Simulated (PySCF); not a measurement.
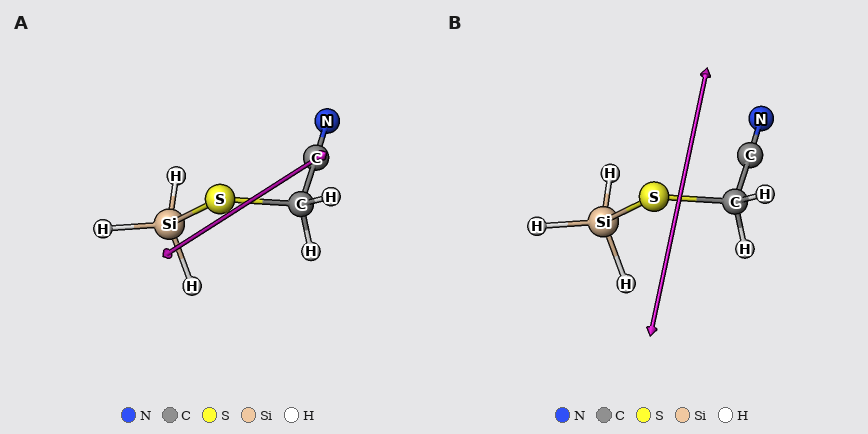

The double arrows show the directions of two transition dipoles from the ground state (lengths mean nothing). The computed structure is the end point of a PBE0-D3(BJ)/def2-SVP optimisation. No frequency run is at hand to confirm it as a minimum. Properties computed with TDDFT PBE0/6-31+G*, vertical, gas phase, core orbitals frozen in the response (PySCF 2.14.0).

**One belongs to singlet state 2 and one to singlet state 9. Which is which?**

A: state 9, 7.57 eV (164 nm), oscillator strength 0.024, of mixed character, with the largest part HOMO → LUMO+5 (weight 0.39).
B: state 2, 5.75 eV (216 nm), oscillator strength 0.019, mainly HOMO → LUMO+1 (weight 0.89).
